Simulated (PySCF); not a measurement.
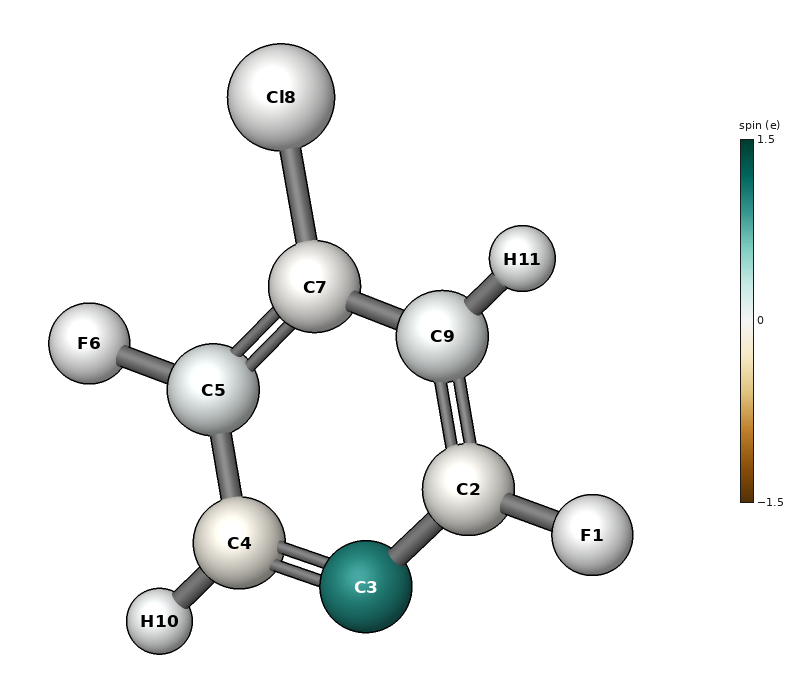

Atoms are coloured by their Mulliken spin populations. Charge 0, doublet. Computed geometry: GFN2-xTB optimisation. No frequency run is at hand to confirm it as a minimum. Method: UKS B3LYP, pcH-1 on C Cl F H, non-relativistic (PySCF 2.14.0).

List the Mulliken spin populations.

```csv
atom,value (e)
F1,0.01
C2,−0.05
C3,1.01
C4,−0.08
C5,0.06
F6,0.01
C7,−0.03
Cl8,0.00
C9,0.05
H10,0.03
H11,0.01
```

Mulliken values depend strongly on the basis set.
